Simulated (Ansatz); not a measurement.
## Work function of Pd(111): what the settings cost and change

Aim: the numerical settings behind the work function of Pd(111), with the cost of each.

Method: plane-wave DFT, PBE, Ansatz PAW, in Ansatz 0.2.0.

The experiments to compare with:

For Pd (clean (111) face, a compiled value), “Anisotropic work function of elemental crystals” (2019, arxiv:1902.07811) quotes earlier work: work function (clean (111) face, a compiled value) 5.67 eV.

Report form: the programs' logs are mostly left out.

## 1. The structure

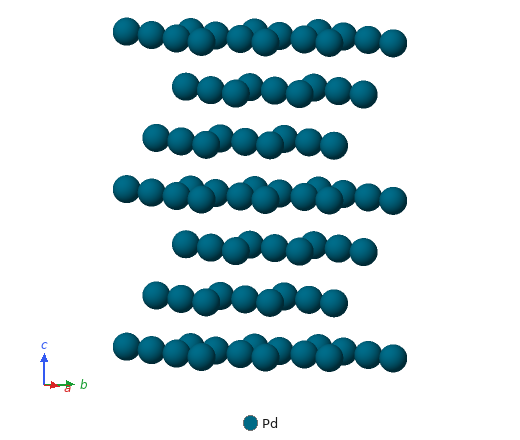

The cell as given, from the side, with the c axis up (palladium blue). 3×3×1 cells are drawn. Some periodic images of atoms are drawn too.

The cell holds 7 atoms: 7 Pd. Its edges and angles: a = 2.751 Å, b = 2.751 Å, c = 31.475 Å, α = 90.0°, β = 90.0°, γ = 60.0°. Vacuum lies along c.

## 2. Slab, setting cutoff 200 eV

A work function rests on the faint tail of the density, so the SCF threshold is tight. The cutoff is raised first; then mesh and smearing are varied at the default cutoff.

input.yaml

```yaml
crystal:
  lattice:
    - [2.7506453788, 0.0, 0.0]
    - [1.3753226894, 2.3821287749, 0.0]
    - [0.0, 0.0, 31.4753552829]
  atoms:
    - { symbol: Pd, position: [0.0, 0.0, 0.2859379956] }
    - { symbol: Pd, position: [0.3333333333, 0.3333333333, 0.3572919971] }
    - { symbol: Pd, position: [0.6666666667, 0.6666666667, 0.4286459985] }
    - { symbol: Pd, position: [0.0, 0.0, 0.5] }
    - { symbol: Pd, position: [0.3333333333, 0.3333333333, 0.5713540015] }
    - { symbol: Pd, position: [0.6666666667, 0.6666666667, 0.6427080029] }
    - { symbol: Pd, position: [0.0, 0.0, 0.7140620044] }
kpoints:
  mp_grid: { grid: [17, 17, 1] }
hamiltonian:
  xc: pbe
scf:
  occupations: { method: fermi_dirac, width: 0.1 }
  convergence: { dr2_threshold: 1.0e-09 }
efield:
  axis: 3
  dipole_correction: true
  ramp_position: 0.97
  ramp_width: 0.06
basis:
  ecutwfc: "200 eV"
output:
  write_potential: true
  write_density: true
  volumetric_format: npy
  elf: true
```

Started as:

```
ansatz run input.yaml --threads 2 --pin off --max-ram 3072MiB --backend cpu --events-out ev --progress --plain --runs-dir out
```

Run time: 51 s. Hardware: 2 threads of AMD EPYC 7R43, shared host; peak memory 0.49 GiB.

Numbers from this step:

- energy at zero smearing: -48723.9109 eV
- work function, upper face: 6.002 eV

Running mean over 2.246 Å of the planar mean; the ramp of the sawtooth is left out. Table of electron's electrostatic potential energy less the Fermi level by z:

| z (Å) | electron's electrostatic potential energy less the Fermi level (eV) |
| --- | --- |
| 4 | 5.86 |
| 6 | 5.56 |
| 8 | -2.92 |
| 10 | -8.22 |
| 12 | -8.35 |
| 14 | -8.36 |
| 16 | -8.35 |
| 18 | -8.36 |
| 20 | -8.34 |
| 22 | -8.19 |
| 24 | 2.19 |
| 26 | 5.68 |
| 28 | 5.90 |

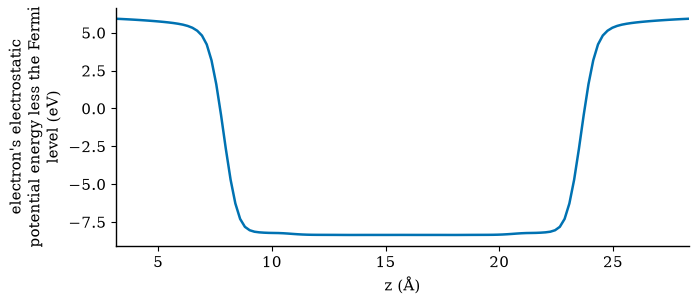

Electron's electrostatic potential energy less the Fermi level against z.

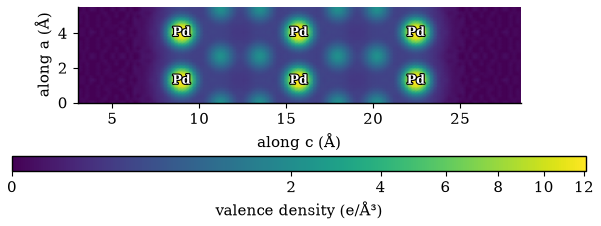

Valence density in the ca plane at fractional y = 0.000, with atoms of Pd within 0.2 Å of it. It is the smooth field of the valence electrons, not physical close to the nuclei. The map starts off the cell's origin, so that atoms lie inside it. The colour scale is stretched toward low values. The far vacuum is left out of the map.

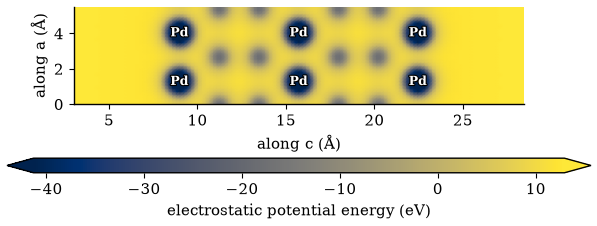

Electrostatic potential energy in the ca plane at fractional y = 0.000, with atoms of Pd within 0.2 Å of it. With pseudopotentials it is smooth inside the atoms' cores, unlike the true potential. The map starts off the cell's origin, so that atoms lie inside it. The far vacuum is left out of the map.

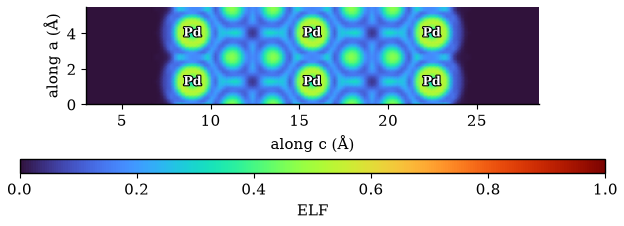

ELF in the ca plane at fractional y = 0.000, with atoms of Pd within 0.2 Å of it. It is the smooth field of the valence electrons, not physical close to the nuclei. The map starts off the cell's origin, so that atoms lie inside it. The far vacuum is left out of the map.

The work function is 6.002 eV. The program marks this work function as in doubt.

## 3. Run

Edit input.yaml of step 2 so:

```diff
@@ -26,3 +26,3 @@
 basis:
-  ecutwfc: "200 eV"
+  ecutwfc: "300 eV"
 output:
@@ -31,2 +31 @@
   volumetric_format: npy
-  elf: true
```

Elapsed: 65 s, on 2 threads; peak memory 0.61 GiB; 79 s of CPU time.

The work function is 5.232 eV, -0.770 eV from the run “cutoff 200 eV”, at 1.3 times its CPU time.

## 4. Slab

Edit input.yaml of step 3 so:

```diff
@@ -26,3 +26,3 @@
 basis:
-  ecutwfc: "300 eV"
+  ecutwfc: "420 eV"
 output:
```

Wall time 77 s (2 threads); peak memory 0.84 GiB; 96 s of CPU time.

The work function is 5.220 eV, -0.781 eV from the run “cutoff 200 eV”, at 1.6 times its CPU time.

## 5. Slab

Edit input.yaml of step 4 so:

```diff
@@ -26,3 +26,3 @@
 basis:
-  ecutwfc: "420 eV"
+  ecutwfc: "600 eV"
 output:
```

It took 1.9 min on 2 threads; peak memory 1.2 GiB.

The work function is 5.220 eV, -0.000 eV from the run “cutoff 420 eV”, at 1.6 times its CPU time.

## 6. Run

Edit input.yaml of step 5 so:

```diff
@@ -14,3 +14,3 @@
 kpoints:
-  mp_grid: { grid: [17, 17, 1] }
+  mp_grid: { grid: [3, 3, 1] }
 hamiltonian:
@@ -25,4 +25,2 @@
   ramp_width: 0.06
-basis:
-  ecutwfc: "600 eV"
 output:
```

Run time: 6.9 s. Hardware: 2 threads; peak memory 0.49 GiB.

The work function is 5.172 eV, -0.049 eV from the run “cutoff 420 eV”, at 0.091 times its CPU time.

## 7. Run

Edit input.yaml of step 6 so:

```diff
@@ -14,3 +14,3 @@
 kpoints:
-  mp_grid: { grid: [3, 3, 1] }
+  mp_grid: { grid: [6, 6, 1] }
 hamiltonian:
```

Wall time 17 s (2 threads); peak memory 0.53 GiB; 23 s of CPU time.

The work function is 5.226 eV, +0.005 eV from the run “cutoff 420 eV”, at 0.23 times its CPU time.

## 8. Slab

Edit input.yaml of step 7 so:

```diff
@@ -14,3 +14,3 @@
 kpoints:
-  mp_grid: { grid: [6, 6, 1] }
+  mp_grid: { grid: [11, 11, 1] }
 hamiltonian:
```

Run time: 34 s. Hardware: 2 threads; peak memory 0.66 GiB; 47 s of CPU time.

The work function is 5.210 eV, -0.010 eV from the run “cutoff 420 eV”, at 0.49 times its CPU time.

## 9. Run

Edit input.yaml of step 8 so:

```diff
@@ -14,3 +14,3 @@
 kpoints:
-  mp_grid: { grid: [11, 11, 1] }
+  mp_grid: { grid: [26, 26, 1] }
 hamiltonian:
```

Elapsed: 2.5 min, on 2 threads; peak memory 1.3 GiB.

The work function is 5.223 eV, +0.003 eV from the run “cutoff 420 eV”, at 2.2 times its CPU time.

## 10. Run

Edit input.yaml of step 9 so:

```diff
@@ -14,3 +14,3 @@
 kpoints:
-  mp_grid: { grid: [26, 26, 1] }
+  mp_grid: { grid: [17, 17, 1] }
 hamiltonian:
@@ -18,3 +18,3 @@
 scf:
-  occupations: { method: fermi_dirac, width: 0.1 }
+  occupations: { method: gaussian, width: 0.05 }
   convergence: { dr2_threshold: 1.0e-09 }
```

The job ended after 61 s (2 threads; peak memory 0.84 GiB).

The work function is 5.243 eV, +0.023 eV from the run “cutoff 420 eV”, at 0.94 times its CPU time.

## 11. Slab

Edit input.yaml of step 10 so:

```diff
@@ -18,3 +18,3 @@
 scf:
-  occupations: { method: gaussian, width: 0.05 }
+  occupations: { method: methfessel_paxton, width: 0.2 }
   convergence: { dr2_threshold: 1.0e-09 }
```

It took 67 s on 2 threads; peak memory 0.83 GiB.

The work function is 5.245 eV, +0.024 eV from the run “cutoff 420 eV”, at 1.1 times its CPU time.

## 12. Slab

Edit input.yaml of step 11 so:

```diff
@@ -18,3 +18,3 @@
 scf:
-  occupations: { method: methfessel_paxton, width: 0.2 }
+  occupations: { method: fermi_dirac, width: 0.3 }
   convergence: { dr2_threshold: 1.0e-09 }
```

Run time: 66 s. Hardware: 2 threads; peak memory 0.9 GiB.

The work function is 5.122 eV, -0.099 eV from the run “cutoff 420 eV”, at 1.2 times its CPU time.

## 13. Run

Edit input.yaml of step 12 so:

```diff
@@ -18,3 +18,3 @@
 scf:
-  occupations: { method: fermi_dirac, width: 0.3 }
+  occupations: { method: cold, width: 0.1 }
   convergence: { dr2_threshold: 1.0e-09 }
```

The job ended after 55 s (2 threads; peak memory 0.83 GiB).

The work function is 5.231 eV, +0.011 eV from the run “cutoff 420 eV”, at 0.98 times its CPU time.

## 14. Side by side

Times are for 2 threads of AMD EPYC 7R43, shared host. The runs compared:

| no. | setting | work function, upper face (eV) | time | memory (GiB) |
| --- | --- | --- | --- | --- |
| 1 | cutoff 200 eV | 6.002 | 51 s | 0.49 |
| 2 | cutoff 300 eV | 5.232 | 65 s | 0.61 |
| 3 | cutoff 420 eV | 5.220 | 77 s | 0.84 |
| 4 | cutoff 600 eV | 5.220 | 1.9 min | 1.2 |
| 5 | mesh 3x3 | 5.172 | 6.9 s | 0.49 |
| 6 | mesh 6x6 | 5.226 | 17 s | 0.53 |
| 7 | mesh 11x11 | 5.210 | 34 s | 0.66 |
| 8 | mesh 26x26 | 5.223 | 2.5 min | 1.3 |
| 9 | Gaussian smearing 0.05 eV | 5.243 | 61 s | 0.84 |
| 10 | methfessel_paxton smearing 0.2 eV | 5.245 | 67 s | 0.83 |
| 11 | fermi_dirac smearing 0.3 eV | 5.122 | 66 s | 0.9 |
| 12 | cold smearing 0.1 eV | 5.231 | 55 s | 0.83 |

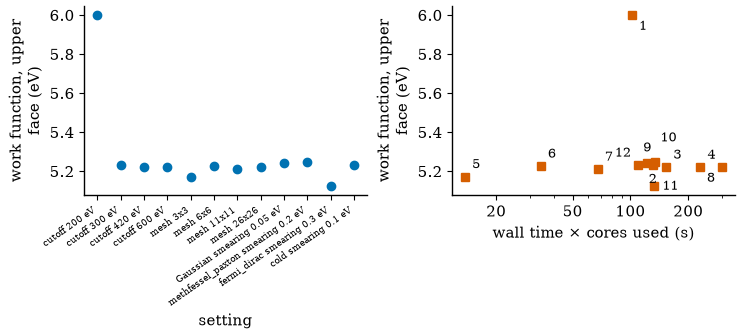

The series as plots; the last panel sets the first result against cost, with the runs numbered as in the table.

## 15. The same run with other settings

An input spoilt on purpose, to show how the run answers: it repeats the earlier run “cutoff 200 eV” with scf.occupations from method: fermi_dirac, width: 0.1 removed, and scf.max_iter set to 80; its output block differs too.

Edit input.yaml of step 13 so:

```diff
@@ -18,4 +18,4 @@
 scf:
-  occupations: { method: cold, width: 0.1 }
   convergence: { dr2_threshold: 1.0e-09 }
+  max_iter: 80
 efield:
@@ -25,2 +25,4 @@
   ramp_width: 0.06
+basis:
+  ecutwfc: "200 eV"
 output:
```

Elapsed: 0.03 s, on 2 threads; peak memory 0.06 GiB.

The input was rejected at the start.

The program's message: “Error: YAML parse error: `scf.occupations.method` is required: fixed only where the cell keeps a band gap throughout the run, explicit beside scf.occupations.values (under evaluate: without them), els …”

The fault put into the input: no occupation method.

## 16. What came out

| Quantity | Value |
| --- | --- |
| work function, cutoff 200 eV | 6.002 eV |
| work function, cutoff 420 eV | 5.220 eV |
| work function, cutoff 600 eV | 5.220 eV |
| work function, fermi_dirac smearing 0.3 eV | 5.122 eV |

What this shows: The run at the highest cutoff gives 5.22 eV, and the settings tried spread the value from 5.12 to 6.00 eV. Against 600 eV, a cutoff of 200 eV is off by +0.781 eV. Against 600 eV, a cutoff of 420 eV is off by +0.000 eV. Against the finest mesh, 26 points along a, the coarser ones are off by -0.05 (3), +0.00 (6) and -0.01 (11) eV. The smearing schemes and widths spread it over 0.12 eV. The program marks the value as in doubt in “cutoff 200 eV”. The ladder's slabs use the tabulated experimental lattice constant (two decimals; a low-temperature value for the alkali metals). In 1 run of the series (cutoff 200 eV) the program warns that electrons reach the sawtooth's ramp, which makes dipole and work function less sure.

Calculation against experiment:

| quantity | measured | cutoff 600 eV |
| --- | --- | --- |
| work function (clean (111) face, a compiled value) (eV) | 5.67 | 5.22 (-0.45 eV) |

Measured values from arxiv:1902.07811 (2019).

**Verdict.** The work function is off by -0.45 eV: a clear miss. The grades are ours: good and fair within 3 and 7 % for the work function. No cell relaxation is part of this session.

[Logs are printed without paths, hosts, clocks, repeated set-up lines and the standing remarks that a program may print on its own settings, such as how far it seeks lower states.]

[Hosts, paths, dates, database ids (printed as entryN), source tags and the programs' standing remarks are cut or masked in the printed files.]

[Maps of the electrostatic potential energy from Ansatz leave out the sawtooth potential of an applied field or a dipole correction, so their vacuum need not be flat; planar profiles and work functions include it.]
